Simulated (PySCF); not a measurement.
C₁₀H₁₀Ge: geometry relaxation

- system: C₁₀H₁₀Ge
- method: PBE0-D3(BJ)/def2-SVP geometry optimisation, gas phase (PySCF 2.14.0)

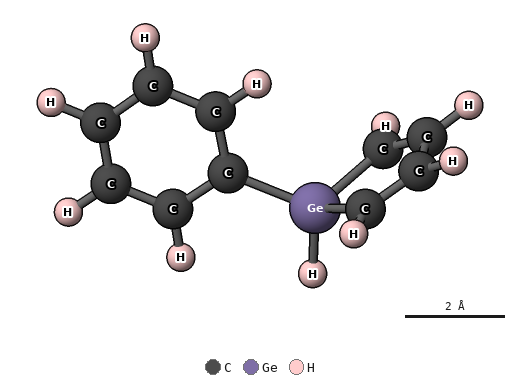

Fig. 1: The input geometry (ball-and-stick view, seen at a tilt). Sticks mark near contacts.

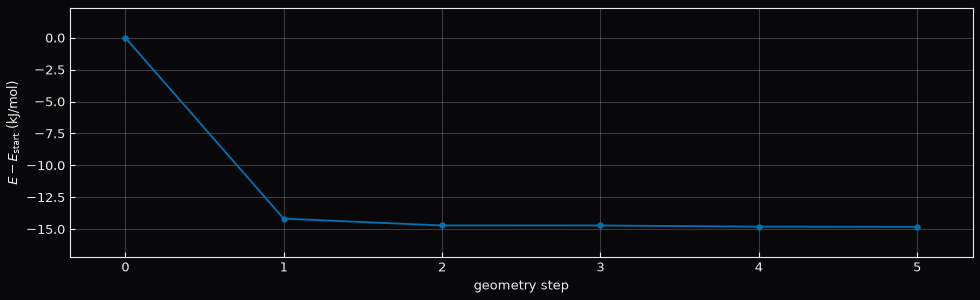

Fig. 2: Progress of the relaxation, step by step (steps are counted from 0).

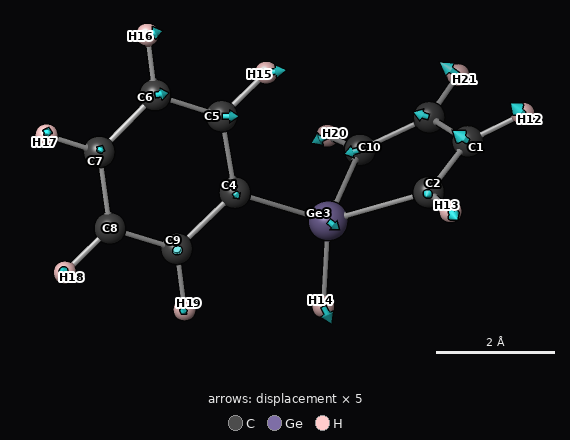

Fig. 3: The starting structure with the displacements as teal arrows, magnified 5 times (ball-and-stick view, seen at a tilt). The two geometries are laid on each other by the best rigid fit. The atom that moves furthest after the best rigid fit is H21 (0.085 Å). By element the largest moves are H 0.085 Å, C 0.079 Å, Ge 0.054 Å. Among the contacts that change: Ge3–H14 1.507 → 1.541 Å, C8–C9 1.367 → 1.395 Å, Ge3–C4 1.916 → 1.945 Å, C2–Ge3 1.973 → 1.948 Å. Among the angles that change: C2–Ge3–C10 86.3° → 89.4°, C4–Ge3–C10 116.7° → 113.9°, C5–C4–C9 116.4° → 118.7°. After 5 geometry steps the energy has fallen by 14.8 kJ/mol. Largest force component: 1.6 eV/Å at the start, 0.019 eV/Å at the end. (Atoms are counted from 1 in the order of the input.)

These pictures come from the run below.

### The input
```
{"job": {"xc": "PBE0", "basis": "def2-SVP", "d3": "d3bj", "grid": 1, "shake": 0.01, "kind": "geom"}, "charge": 0, "multiplicity": 1}
C      3.136430     0.598120     0.988800
C      2.184830    -0.239250     1.419600
Ge     1.150190    -0.901580    -0.124760
C     -0.711670    -0.448250    -0.125740
C     -1.147220     0.864140     0.014490
C     -2.490520     1.207770     0.033240
C     -3.435000     0.209720    -0.099870
C     -3.040100    -1.103190    -0.252350
C     -1.713080    -1.430890    -0.239010
C      2.328970     0.210200    -1.228660
C      3.185690     0.859550    -0.443880
H      3.813710     1.144060     1.641080
H      2.034440    -0.457180     2.455640
H      1.300600    -2.382860    -0.355360
H     -0.396660     1.631190     0.131890
H     -2.789330     2.248140     0.158470
H     -4.491860     0.479840    -0.092410
H     -3.810360    -1.877600    -0.348900
H     -1.406010    -2.475210    -0.371250
H      2.297820     0.336590    -2.303950
H      3.927970     1.548970    -0.834080
```

The first line tells a small driver script what to run in PySCF; the rest is the geometry in Å.

Launched with:
```bash
OMP_NUM_THREADS=2 python <driver script> task.json out
```

### The program's output
```
step   0  E = -2462.79763992  max force = 0.030528
step   1  E = -2462.80303818  max force = 0.005805
step   2  E = -2462.80324262  max force = 0.001569
step   3  E = -2462.80324319  max force = 0.001510
step   4  E = -2462.80327771  max force = 0.001049
step   5  E = -2462.80328332  max force = 0.000367
optimisation converged
```

### Trajectory as extended XYZ (Å, eV, eV/Å), 6 frames, from step=0 to step=5
```
21
Properties=species:S:1:pos:R:3:forces:R:3 step=0 energy=-67016.13727
C     3.1364    0.5981    0.9888   -0.2828   0.2151   0.2236
C     2.1848   -0.2392    1.4196   -0.4199  -0.3052  -0.3847
Ge    1.1502   -0.9016   -0.1248    1.0399   0.7871   0.3514
C    -0.7117   -0.4482   -0.1257   -0.9372  -0.3145   0.0335
C    -1.1472    0.8641    0.0145    0.4635   0.3133   0.1030
C    -2.4905    1.2078    0.0332    0.2066   0.1739   0.0553
C    -3.4350    0.2097   -0.0999   -0.6899   0.5639  -0.0399
C    -3.0401   -1.1032   -0.2524   -1.1888  -0.5101   0.1250
C    -1.7131   -1.4309   -0.2390    1.5698  -0.6209  -0.3450
C     2.3290    0.2102   -1.2287   -0.9292  -0.4853  -0.5665
C     3.1857    0.8596   -0.4439    0.4831   0.1331  -0.1617
H     3.8137    1.1441    1.6411    0.2182  -0.0002   0.2831
H     2.0344   -0.4572    2.4556   -0.0825  -0.2125   0.8591
H     1.3006   -2.3829   -0.3554    0.0310  -0.5999  -0.1021
H    -0.3967    1.6312    0.1319    0.2971   0.5284   0.0169
H    -2.7893    2.2481    0.1585   -0.0227   0.0894  -0.0045
H    -4.4919    0.4798   -0.0924   -0.1149  -0.0945  -0.0069
H    -3.8104   -1.8776   -0.3489    0.1663   0.0026  -0.0342
H    -1.4060   -2.4752   -0.3713   -0.1134   0.0136   0.0754
H     2.2978    0.3366   -2.3039    0.0440   0.0768  -0.3311
H     3.9280    1.5490   -0.8341    0.2617   0.2459  -0.1499
21
Properties=species:S:1:pos:R:3:forces:R:3 step=1 energy=-67016.28416
C     2.9949    0.4891    0.9475    0.1119   0.0830   0.0356
C     2.0970   -0.4028    1.4031   -0.1113  -0.0634   0.0974
Ge    1.1466   -1.1058   -0.1460   -0.1798  -0.1679  -0.0699
C    -0.7567   -0.6706   -0.1896    0.2985  -0.0254  -0.0421
C    -1.1604    0.6660   -0.0685   -0.0213  -0.0089   0.0391
C    -2.5116    0.9981   -0.0959   -0.0349   0.0589  -0.0006
C    -3.4751    0.0007   -0.2491   -0.0202  -0.0364   0.0113
C    -3.0842   -1.3294   -0.3791    0.2223  -0.0011  -0.0622
C    -1.7254   -1.6628   -0.3570   -0.2837   0.0740   0.1162
C     2.2150    0.0367   -1.3049    0.1490  -0.0401   0.0855
C     3.0655    0.7202   -0.5132   -0.0354   0.0648  -0.0807
H     3.6665    1.0502    1.6096   -0.0245  -0.0124  -0.0291
H     1.9592   -0.6179    2.4670    0.0304  -0.0163  -0.0971
H     1.3239   -2.6311   -0.3861   -0.0252   0.2245   0.0410
H    -0.4124    1.4558    0.0541   -0.0031  -0.0236  -0.0049
H    -2.8197    2.0420    0.0037    0.0058   0.0062  -0.0004
H    -4.5355    0.2608   -0.2648   -0.0259   0.0214  -0.0102
H    -3.8311   -2.1132   -0.5098   -0.0730  -0.0480   0.0128
H    -1.4338   -2.7106   -0.4515    0.0497  -0.0627  -0.0351
H     2.1988    0.1527   -2.3897   -0.0254  -0.0166  -0.0185
H     3.7909    1.4438   -0.9041   -0.0040  -0.0100   0.0120
21
Properties=species:S:1:pos:R:3:forces:R:3 step=2 energy=-67016.28973
C     2.9946    0.4935    0.9468   -0.0073   0.0049   0.0193
C     2.0952   -0.4033    1.3969    0.0007   0.0485   0.0347
Ge    1.1431   -1.1066   -0.1494   -0.0108   0.0345  -0.0129
C    -0.7528   -0.6683   -0.1897    0.0062   0.0120  -0.0059
C    -1.1664    0.6650   -0.0624    0.0445   0.0582   0.0167
C    -2.5180    1.0005   -0.0916   -0.0077  -0.0573  -0.0099
C    -3.4792    0.0008   -0.2519   -0.0021   0.0206   0.0081
C    -3.0828   -1.3283   -0.3823    0.0486  -0.0255  -0.0057
C    -1.7263   -1.6596   -0.3507   -0.0807  -0.0371   0.0011
C     2.2319    0.0240   -1.3020    0.0735   0.0257  -0.0597
C     3.0722    0.7242   -0.5148   -0.0729  -0.0485   0.0183
H     3.6602    1.0567    1.6113    0.0000  -0.0080   0.0044
H     1.9589   -0.6240    2.4572    0.0135  -0.0146   0.0024
H     1.3147   -2.6194   -0.3813   -0.0073  -0.0040   0.0032
H    -0.4196    1.4547    0.0623    0.0064   0.0076  -0.0012
H    -2.8254    2.0445    0.0098    0.0108  -0.0054   0.0006
H    -4.5407    0.2601   -0.2740    0.0021   0.0005  -0.0071
H    -3.8312   -2.1144   -0.5121   -0.0002   0.0073   0.0093
H    -1.4305   -2.7079   -0.4525    0.0058   0.0005  -0.0075
H     2.2185    0.1309   -2.3882   -0.0196  -0.0080  -0.0106
H     3.7961    1.4488   -0.9056   -0.0036  -0.0118   0.0021
21
Properties=species:S:1:pos:R:3:forces:R:3 step=3 energy=-67016.28974
C     2.9854    0.4996    0.9514   -0.0763  -0.0568  -0.0517
C     2.0864   -0.3986    1.3993   -0.0024   0.0384  -0.0093
Ge    1.1418   -1.1043   -0.1528    0.0345   0.0151  -0.0117
C    -0.7510   -0.6692   -0.1944   -0.0160   0.0156   0.0102
C    -1.1567    0.6665   -0.0628   -0.0628  -0.0776  -0.0124
C    -2.5098    0.9961   -0.0907   -0.0303   0.0663   0.0040
C    -3.4754    0.0007   -0.2508    0.0340   0.0153   0.0040
C    -3.0825   -1.3295   -0.3826   -0.0133  -0.0050   0.0116
C    -1.7276   -1.6604   -0.3524    0.0401  -0.0301  -0.0236
C     2.2364    0.0183   -1.3095   -0.0261  -0.0237   0.0698
C     3.0634    0.7213   -0.5119    0.0751   0.0654  -0.0280
H     3.6490    1.0650    1.6154    0.0078   0.0016  -0.0046
H     1.9498   -0.6230    2.4581   -0.0019  -0.0137   0.0244
H     1.3125   -2.6146   -0.3783    0.0053  -0.0716  -0.0001
H    -0.4086    1.4552    0.0618   -0.0073  -0.0010  -0.0022
H    -2.8158    2.0401    0.0128   -0.0075   0.0082  -0.0002
H    -4.5360    0.2644   -0.2728    0.0133   0.0018  -0.0006
H    -3.8336   -2.1142   -0.5087    0.0179   0.0150   0.0018
H    -1.4307   -2.7086   -0.4588    0.0000   0.0213   0.0063
H     2.2270    0.1215   -2.3966    0.0007   0.0035   0.0191
H     3.7885    1.4456   -0.8999    0.0149   0.0122  -0.0069
21
Properties=species:S:1:pos:R:3:forces:R:3 step=4 energy=-67016.29068
C     2.9796    0.4997    0.9492    0.0249   0.0188   0.0285
C     2.0816   -0.3966    1.4015   -0.0174   0.0133  -0.0540
Ge    1.1425   -1.1059   -0.1521    0.0149  -0.0144  -0.0036
C    -0.7513   -0.6714   -0.1966   -0.0007   0.0089  -0.0044
C    -1.1585    0.6638   -0.0648    0.0051  -0.0099   0.0030
C    -2.5098    1.0002   -0.0904    0.0022  -0.0245  -0.0036
C    -3.4724    0.0023   -0.2495   -0.0154   0.0156   0.0009
C    -3.0800   -1.3281   -0.3826   -0.0178  -0.0188   0.0006
C    -1.7262   -1.6638   -0.3562    0.0112   0.0372  -0.0001
C     2.2378    0.0177   -1.3073   -0.0098  -0.0127   0.0095
C     3.0656    0.7236   -0.5132   -0.0050  -0.0098   0.0102
H     3.6429    1.0651    1.6137    0.0077   0.0073   0.0038
H     1.9449   -0.6194    2.4612    0.0059  -0.0013   0.0003
H     1.3149   -2.6195   -0.3753   -0.0005  -0.0165   0.0024
H    -0.4092    1.4513    0.0600    0.0029  -0.0014  -0.0013
H    -2.8147    2.0445    0.0142   -0.0013  -0.0017  -0.0023
H    -4.5330    0.2648   -0.2702   -0.0019  -0.0044  -0.0006
H    -3.8323   -2.1110   -0.5079   -0.0023   0.0037  -0.0008
H    -1.4302   -2.7117   -0.4632   -0.0007   0.0100   0.0033
H     2.2283    0.1191   -2.3943   -0.0027  -0.0023   0.0042
H     3.7921    1.4472   -0.9006    0.0008   0.0030   0.0039
21
Properties=species:S:1:pos:R:3:forces:R:3 step=5 energy=-67016.29083
C     2.9844    0.4998    0.9505   -0.0004  -0.0024  -0.0009
C     2.0835   -0.3956    1.3992   -0.0077   0.0113   0.0189
Ge    1.1429   -1.1062   -0.1522    0.0074  -0.0071  -0.0039
C    -0.7513   -0.6681   -0.1970   -0.0099   0.0073  -0.0048
C    -1.1619    0.6658   -0.0656    0.0130   0.0088   0.0060
C    -2.5141    0.9991   -0.0914   -0.0001  -0.0005  -0.0009
C    -3.4766    0.0011   -0.2499    0.0025  -0.0008  -0.0003
C    -3.0817   -1.3286   -0.3829    0.0090   0.0048   0.0027
C    -1.7263   -1.6596   -0.3564   -0.0076  -0.0141  -0.0037
C     2.2405    0.0162   -1.3051    0.0130   0.0071  -0.0085
C     3.0701    0.7219   -0.5120   -0.0077  -0.0093  -0.0012
H     3.6483    1.0641    1.6158   -0.0029  -0.0016  -0.0015
H     1.9458   -0.6183    2.4589    0.0033  -0.0035  -0.0012
H     1.3130   -2.6216   -0.3746   -0.0047   0.0102   0.0069
H    -0.4144    1.4551    0.0591   -0.0005   0.0016  -0.0011
H    -2.8206    2.0429    0.0131    0.0016   0.0006  -0.0019
H    -4.5375    0.2621   -0.2704   -0.0015  -0.0001  -0.0002
H    -3.8318   -2.1134   -0.5081   -0.0015  -0.0027  -0.0011
H    -1.4287   -2.7068   -0.4630    0.0003  -0.0072   0.0007
H     2.2313    0.1175   -2.3919   -0.0017  -0.0011  -0.0032
H     3.7974    1.4444   -0.9003   -0.0042  -0.0012  -0.0005
```

### Summary

```csv
quantity,value
outcome,converged
total energy,−2462.803283 hartree
dipole moment,0.61 D
point group,C1
hardware,"2 CPU threads, shared host"
wall time,2 min (CPU time 4.6 min)
peak memory,1.3 GiB
```
